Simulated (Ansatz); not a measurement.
# Mo5W: one candidate of a structure search

Where does this trial cell of Mo5W go when cell and atoms are let free?

Computed with Ansatz 0.2.0 (DFT PBE, scalar-relativistic, plane waves, PAW, unless a step's input says otherwise).

### 1 The system as given

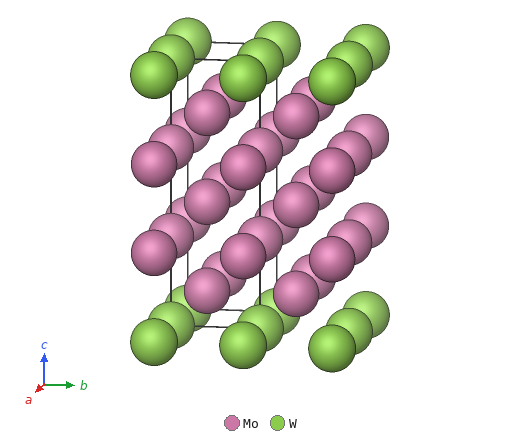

The starting structure, seen slightly off an axis (molybdenum pink, tungsten green). 2×2×1 cells are drawn. Atoms on the faces are drawn again on the opposite ones.

Structure file:

```cif
data_structure
_symmetry_space_group_name_H-M 'P4/mmm'
_symmetry_Int_Tables_number 123
_cell_length_a 3.1641
_cell_length_b 3.1641
_cell_length_c 9.4952
_cell_angle_alpha 90.000
_cell_angle_beta 90.000
_cell_angle_gamma 90.000
_cell_volume 95.06
loop_
_atom_site_label
_atom_site_type_symbol
_atom_site_symmetry_multiplicity
_atom_site_Wyckoff_symbol
_atom_site_fract_x
_atom_site_fract_y
_atom_site_fract_z
_atom_site_occupancy
Mo1 Mo 2 g 0.00000 0.00000 0.66608 1
Mo2 Mo 2 h 0.50000 0.50000 0.83287 1
Mo3 Mo 1 d 0.50000 0.50000 0.50000 1
W1 W 1 a 0.00000 0.00000 0.00000 1
```

The start is the relaxed end of an invented cell (made as: elements ordered on the sites of the Ag type, Mo/W on Ag (P4/mmm, No. 123)), taken up again for a closer look.

### 2 A first look at the guess

input.yaml

```yaml
crystal:
  lattice:
    - [3.1641359, 0.0, 0.0]
    - [0.0, 3.1641359, 0.0]
    - [0.0, 0.0, 9.4951626]
  atoms:
    - { symbol: Mo, position: [0.0, 0.0, 0.66608] }
    - { symbol: Mo, position: [0.5, 0.5, 0.832875] }
    - { symbol: Mo, position: [0.5, 0.5, 0.167125] }
    - { symbol: Mo, position: [0.0, 0.0, 0.33392] }
    - { symbol: Mo, position: [0.5, 0.5, 0.5] }
    - { symbol: W, position: [0.0, 0.0, 0.0] }
basis:
  ecutwfc: 420
kpoints:
  mp_grid: { grid: [6, 6, 2] }
hamiltonian:
  xc: pbe
scf:
  occupations: { method: gaussian, width: 0.1 }
  lower_state_search: "off"
output:
  forces: true
  stress: true
  eigenvalues: true
```

Run with:

```
ansatz run input.yaml --threads 4 --pin off --max-ram 8192MiB --backend cpu --events-out ev --progress --plain --runs-dir out
```

What it wrote (excerpt; [...] marks lines left out):

```text
Warning: RAYON_NUM_THREADS=4 ignored (pool sized by the plan → 4); use --threads N
[...]
Pseudopotentials: kind: paw
Pseudopotential: Mo, paw, valence charge 14, recommended cutoff 420 eV (normal), Mo.paw.azcp
Pseudopotential: W, paw, valence charge 14, recommended cutoff 420 eV (normal), W.paw.azcp
Functional definition: PBE
[...]
Crystal: 6 atoms, lattice volume = 95.063 Å³
Basis set: ecut = 420 eV, 1879 PW (Γ), exchange–correlation on 48×48×128 points (8 copies of the dense FFT grid, shifted against one another)
Bands: 51, of which v1, the nominal top of the filled ones, is band 42 counted from 1 (41 counted from 0)
Symmetry: 16 space group operations
Space group: P4/mmm (ITA 123), of the structure as read, at distance tolerance 4.6e-5 Å
k-points: 20 of 72
[...]
SCF iter   1: F=—  HF=-35165.050720 eV  |F-HF|=—  |Δ(HF+E_count)|=         —  Δρ=3.28e-3  dr2=3.28e-2  ethr=1.77e-3  ⟨swp⟩=4.3  Hψ=3728  notcnv=0
[...]
SCF iter   6: F=-35165.048700 eV  HF=-35165.048700 eV  |F-HF|=3.44e-8  |Δ(HF+E_count)|=   6.06e-8  Δρ=3.28e-6  dr2=3.91e-8  ethr=1.19e-10  ⟨swp⟩=7.7  Hψ=3694  notcnv=0
[...]
SCF converged after 6 iterations
Free energy (F): -35165.048700 eV
[...]
E sigma→0 (E₀):  -35165.040963 eV
Entropy (-TS):   -0.015473 eV (-2.579 meV/atom)
Fermi energy:    21.206205 eV
[...]
--- Forces (eV/Å), atoms counted from 1 ---
  atom   1  Mo     0.00000000     0.00000000    -0.01940566
  atom   2  Mo     0.00000000     0.00000000     0.01608893
  atom   3  Mo     0.00000000     0.00000000    -0.01608893
  atom   4  Mo    -0.00000000     0.00000000     0.01940566
  atom   5  Mo     0.00000000     0.00000000     0.00000000
  atom   6  W     -0.00000000    -0.00000000     0.00000000
[...]
--- Stress (GPa, compression-positive) ---
       -0.081010       0.000000       0.000000
        0.000000      -0.081010       0.000000
        0.000000       0.000000      -0.160359
  P = ⅓ Tr σ = -0.1075 GPa (-1.075 kbar)
--- Band table (eV; the first three rows and the last of 20) ---
[...]
```

It took 0.75 s on 4 threads of Intel Xeon 6975P-C (Granite Rapids), shared host; peak memory 0.5 GiB.

Read-out: pressure -0.1 GPa, largest force 0.02 eV/Å, gap on this mesh none (metal). The coarse relaxation is skipped.

### 3 Spin check on a coarse mesh

input.yaml

```yaml
crystal:
  lattice:
    - [3.1641359, 0.0, 0.0]
    - [0.0, 3.1641359, 0.0]
    - [0.0, 0.0, 9.4951626]
  atoms:
    - { symbol: Mo, position: [0.0, 0.0, 0.66608], spin: 1.0 }
    - { symbol: Mo, position: [0.5, 0.5, 0.832875], spin: 1.0 }
    - { symbol: Mo, position: [0.5, 0.5, 0.167125], spin: 1.0 }
    - { symbol: Mo, position: [0.0, 0.0, 0.33392], spin: 1.0 }
    - { symbol: Mo, position: [0.5, 0.5, 0.5], spin: 1.0 }
    - { symbol: W, position: [0.0, 0.0, 0.0] }
basis:
  ecutwfc: 420
kpoints:
  mp_grid: { grid: [6, 6, 2] }
hamiltonian:
  xc: pbe
scf:
  occupations: { method: gaussian, width: 0.1 }
  lower_state_search: "off"
output:
  forces: true
  stress: true
  eigenvalues: true
  populations: true
magnetization:
  spin_polarized: true
```

Run with:

```
ansatz run input.yaml --threads 4 --pin off --max-ram 8192MiB --backend cpu --events-out ev --progress --plain --runs-dir out
```

What it wrote (excerpt; [...] marks lines left out):

```text
[...]
SCF converged after 17 iterations
Magnetization: 0.0000 μB (42.0000 up, 42.0000 down)
Absolute magnetization: 0.0000 μB (∫|ρ↑−ρ↓|, with the PAW one-centre terms)
Spin contamination: 0.0000 ħ² per cell (⟨S²⟩ above its minimum at these occupations)
Per-site moments (μB) at R_I (Å): [(-1.6049539821694786e-6, 1.1291256138040893), (6.809474965008704e-7, 1.130741300227476), (6.809474965139758e-7, 1.130741300227476), (-1.6049539821404457e-6, 1.1291256138040893), (3.2530258036194938e-6, 1.1291256138040893), (-1.305531053038572e-6, [...]
Free energy (F): -35165.048700 eV
[...]
E sigma→0 (E₀):  -35165.040963 eV
Entropy (-TS):   -0.015474 eV (-2.579 meV/atom)
Fermi energy:    21.206208 eV
[...]
--- Forces (eV/Å), atoms counted from 1 ---
  atom   1  Mo     0.00000000     0.00000000    -0.01944663
  atom   2  Mo     0.00000000     0.00000000     0.01603129
  atom   3  Mo     0.00000000     0.00000000    -0.01603129
  atom   4  Mo     0.00000000     0.00000000     0.01944663
  atom   5  Mo     0.00000000     0.00000000     0.00000000
  atom   6  W      0.00000000    -0.00000000     0.00000000
[...]
--- Stress (GPa, compression-positive) ---
       -0.080980       0.000000       0.000000
        0.000000      -0.080980       0.000000
        0.000000       0.000000      -0.160171
  P = ⅓ Tr σ = -0.1074 GPa (-1.074 kbar)
--- Band table (eV; the first three rows and the last of 40) ---
[...]
--- Löwdin populations: 6 sites ---
  site symbol       q [e]    m [muB]
     0     Mo     13.9359    -0.0000
     1     Mo     14.0032     0.0000
     2     Mo     14.0032     0.0000
     3     Mo     13.9359    -0.0000
     4     Mo     13.9278     0.0000
     5      W     13.6846    -0.0000
  spilling = 0.006065 (of n_electrons = 84.000000)
```

Wall time 3.7 s (4 threads of Intel Xeon 6975P-C (Granite Rapids), shared host); peak memory 0.57 GiB.

By site:

| atom | Löwdin electrons |
| --- | --- |
| Mo1 | 13.94 |
| Mo2 | 14.00 |
| Mo3 | 14.00 |
| Mo4 | 13.94 |
| Mo5 | 13.93 |
| W6 | 13.68 |

The Löwdin counts miss 0.51 of the 84 electrons, which the atomic orbitals do not span, so they are no charges.

The same cell is solved with trial moments on Mo. The largest site moment that stays is 0.00 μB and the cell's total 0.00 μB. The workflow keeps spin only above 0.25 μB on a site, so the next run goes without spin.

### 4 Final relaxation

input.yaml

```yaml
crystal:
  lattice:
    - [3.1641359, 0.0, 0.0]
    - [0.0, 3.1641359, 0.0]
    - [0.0, 0.0, 9.4951626]
  atoms:
    - { symbol: Mo, position: [0.0, 0.0, 0.66608] }
    - { symbol: Mo, position: [0.5, 0.5, 0.832875] }
    - { symbol: Mo, position: [0.5, 0.5, 0.167125] }
    - { symbol: Mo, position: [0.0, 0.0, 0.33392] }
    - { symbol: Mo, position: [0.5, 0.5, 0.5] }
    - { symbol: W, position: [0.0, 0.0, 0.0] }
basis:
  ecutwfc: 420
kpoints:
  mp_grid: { grid: [12, 12, 4] }
hamiltonian:
  xc: pbe
scf:
  occupations: { method: gaussian, width: 0.1 }
output:
  forces: true
  stress: true
  eigenvalues: true
  write_density: true
  write_potential: true
  elf: true
  volumetric_format: npy
relax:
  adjacent_minimum: "off"
  f_tol: 0.01
  max_steps: 80
  cell: { stress_tol: 0.05 }
```

Run with:

```
ansatz run input.yaml --threads 4 --pin off --max-ram 8192MiB --backend cpu --events-out ev --progress --plain --runs-dir out
```

What it wrote (excerpt; [...] marks lines left out):

```text
Warning: RAYON_NUM_THREADS=4 ignored (pool sized by the plan → 4); use --threads N
[...]
[... 4 set-up lines as earlier in the session ...]
[...]
Crystal: 6 atoms, lattice volume = 95.063 Å³
Basis set: ecut = 420 eV, 1879 PW (Γ), exchange–correlation on 48×48×128 points (8 copies of the dense FFT grid, shifted against one another)
Bands: 51, of which v1, the nominal top of the filled ones, is band 42 counted from 1 (41 counted from 0)
[... 2 set-up lines as earlier in the session ...]
k-points: 84 of 576
[...]
SCF iter   1: F=—  HF=-35164.970259 eV  |F-HF|=—  |Δ(HF+E_count)|=         —  Δρ=3.50e-3  dr2=2.77e-2  ethr=1.77e-3  ⟨swp⟩=4.3  Hψ=15692  notcnv=0
[...]
  atom   6  W     -0.00000000     0.00000000     0.00000000
[...]
--- Stress (GPa, compression-positive) ---
       -0.036217       0.000000       0.000000
        0.000000      -0.036217       0.000000
        0.000000       0.000000      -0.034934
  P = ⅓ Tr σ = -0.0358 GPa (-0.358 kbar)
--- Band table (eV; the first three rows and the last of 84) ---
[...]
--- Relaxed structure (1 steps of the walk, 1 accepted, 1 SCFs on fresh bases) ---
  F+E_penalty+E_count = -35164.96832643 eV   max|allowed force component| = 4.105e-3 eV/Å   (the final SCF, on the basis selected at the relaxed cell)
  cell:  # Å, volume = 95.0633 Å³
    - [3.1641359, 0.0, 0.0]
    - [0.0, 3.1641359, 0.0]
    - [0.0, 0.0, 9.4951626]
  atoms:
    - { symbol: Mo, position: [0.0, 0.0, 0.6660799999999999] }
    - { symbol: Mo, position: [0.5, 0.5, 0.8328749999999999] }
    - { symbol: Mo, position: [0.5, 0.5, 0.16712499999999997] }
    - { symbol: Mo, position: [0.0, 0.0, 0.33391999999999994] }
    - { symbol: Mo, position: [0.5, 0.5, 0.49999999999999994] }
    - { symbol: W, position: [0.0, 0.0, 0.0] }
```

It took 6.5 s on 4 threads of Intel Xeon 6975P-C (Granite Rapids), shared host; peak memory 0.68 GiB.

Relaxation path:

```csv
step,energy from step 1 (eV/cell),largest force component (eV/Å),pressure (GPa),volume (Å³)
1,0.0000,0.0041,-0.04,95.06
2,0.0000,0.0041,-0.04,95.06
```

Step 1 is the start. Step 2 repeats the geometry before it on a plane-wave basis chosen anew for that cell, so its energy need not be comparable with the rows above.

|  | before | after | change |
| --- | --- | --- | --- |
| a (Å) | 3.164 | 3.164 | 0.0 % |
| b (Å) | 3.164 | 3.164 | 0.0 % |
| c (Å) | 9.495 | 9.495 | 0.0 % |
| volume (Å³/atom) | 15.84 | 15.84 | 0.0 % |
| shortest distance (Å) | 2.737 | 2.737 | 0.0 % |
| space group (0.01 Å) | P4/mmm | P4/mmm | same |

The run keeps the 16 symmetry operations of the start, so it could not have lowered the symmetry.

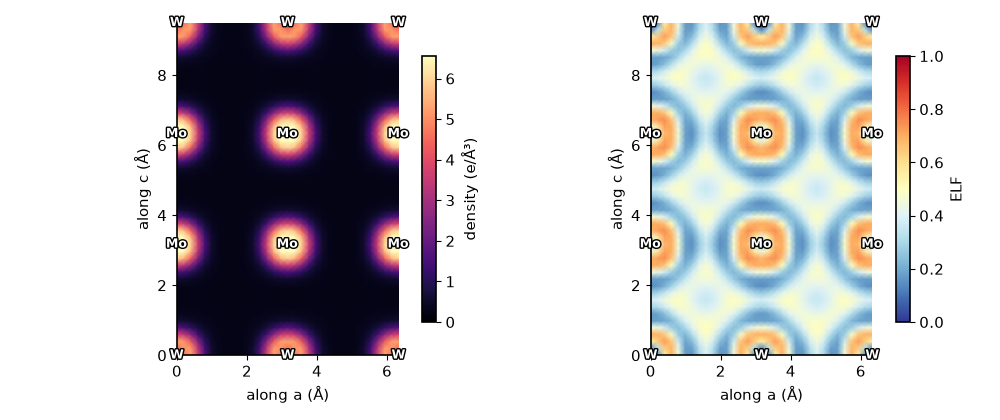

Density (left) and ELF (right) in a lattice plane of the grid's cell (edges 3.16 and 9.50 Å, at 0.000 of the third edge), which holds Mo and W. Only atoms in the plane are labelled. Both are smooth fields of the valence electrons: close to the nuclei they are not physical.

The highest ELF values outside the cores: 0.50 between the atoms, 1.8 Å from W.

### 5 Changed: hubbard.sites [{species: Mo, l: d, u_eff: 6.0}], hubbard.double_counting amf

input.yaml: that of step 4 with these lines changed.

```diff
@@ -18,2 +18,3 @@
   xc: pbe
+  hubbard: { sites: [{ species: Mo, l: d, u_eff: 6.0 }], double_counting: amf }
 scf:
@@ -22,8 +23,4 @@
   forces: true
+  eigenvalues: true
   stress: true
-  eigenvalues: true
-  write_density: true
-  write_potential: true
-  elf: true
-  volumetric_format: npy
 relax:
```

Run with:

```
ansatz run input.yaml --threads 4 --pin off --max-ram 8192MiB --backend cpu --events-out ev --progress --plain --runs-dir out
```

What it wrote (excerpt; [...] marks lines left out):

```text
Warning: RAYON_NUM_THREADS=4 ignored (pool sized by the plan → 4); use --threads N
Mo: projections on atomic orbitals take those of the free atom [Ar 3d10] 4s2 4p6 4d5 5s1, of charge +0.00 (hamiltonian.pseudopotentials.projection_atoms); the dataset's partial waves leave at most 6.0e-6 of an orbital's norm unspanned inside its sphere
W: projections on atomic orbitals take those of the free atom [Kr 4d10 4f14] 5s2 5p6 5d4 6s2, of charge +0.00 (hamiltonian.pseudopotentials.projection_atoms); the dataset's partial waves leave at most 6.5e-5 of an orbital's norm unspanned inside its sphere
[...]
[... 4 set-up lines as earlier in the session ...]
[...]
Crystal: 6 atoms, lattice volume = 95.063 Å³
[...]
        0.000000       0.000000      -0.007227
  P = ⅓ Tr σ = -0.0045 GPa (-0.045 kbar)
--- Band table (eV; the first three rows and the last of 84) ---
[...]
Occupation matrices written to <dir>
--- Relaxed structure (6 steps of the walk, 4 accepted, 1 SCFs on fresh bases) ---
  F+E_penalty+E_count = -35166.59129559 eV   max|allowed force component| = 2.645e-4 eV/Å   (the final SCF, on the basis selected at the relaxed cell)
  cell:  # Å, volume = 98.6090 Å³
    - [3.2013016448976543, 1.2517838265711353e-34, 0.0]
    - [1.2517838265711353e-34, 3.2013016448976543, 0.0]
    - [0.0, 0.0, 9.621955723979006]
  atoms:
    - { symbol: Mo, position: [-6.34036302108064e-37, 3.962726888175399e-38, 0.667902067451642] }
    - { symbol: Mo, position: [0.5, 0.5, 0.8322107573729464] }
    - { symbol: Mo, position: [0.5, 0.5, 0.1677892426270537] }
    - { symbol: Mo, position: [-1.5850907552701595e-37, -1.9813634440876997e-37, 0.33209793254835795] }
    - { symbol: Mo, position: [0.5, 0.5, 0.49999999999999994] }
    - { symbol: W, position: [2.6946542839592714e-36, 7.529181087533258e-37, -7.612312487662607e-20] }
```

It took 37 s on 4 threads of Intel Xeon 6975P-C (Granite Rapids), shared host; peak memory 0.99 GiB.

| run | ending | energy change | pressure (GPa) | gap (eV) | force (eV/Å) | cycles | time |
| --- | --- | --- | --- | --- | --- | --- | --- |
| step 4 | converged | 0 | 0.0 | 0.00 | 0.00 | - | 6.5 s |
| variant | converged | -270.5 meV/atom (Hubbard term changed: no physical gain or loss) | 0.0 | 0.00 | 0.00 | - | 37 s |

Changing the Hubbard U and double counting of the Hubbard term moves the energy by -270.5 meV/atom, and the final volume goes from 95.06 to 98.61 Å³. The U term adds an energy of its own, so the shift says nothing about which run is better.

### 6 Results

```
                              quantity                                                                      value
symmetry at the end (tolerance 0.05 Å)                                               space group P4/mmm (No. 123)
                     conventional cell  a = 3.164 Å, b = 3.164 Å, c = 9.495 Å, α = 90.00°, β = 90.00°, γ = 90.00°
                                volume                                                              15.84 Å³/atom
              energy over the elements                                                               0.00 eV/atom
                       gap on the mesh                                                               none (metal)
```

In words: The space group P4/mmm (No. 123) is kept, at nearly the size of the first guess. The formation energy of this structure is too near zero to say whether it is bound against the elements. No finished test with a distortion of lower symmetry is shown, so the end may be a saddle point. Spin-orbit coupling is left out for W. Other magnetic orders were not searched.
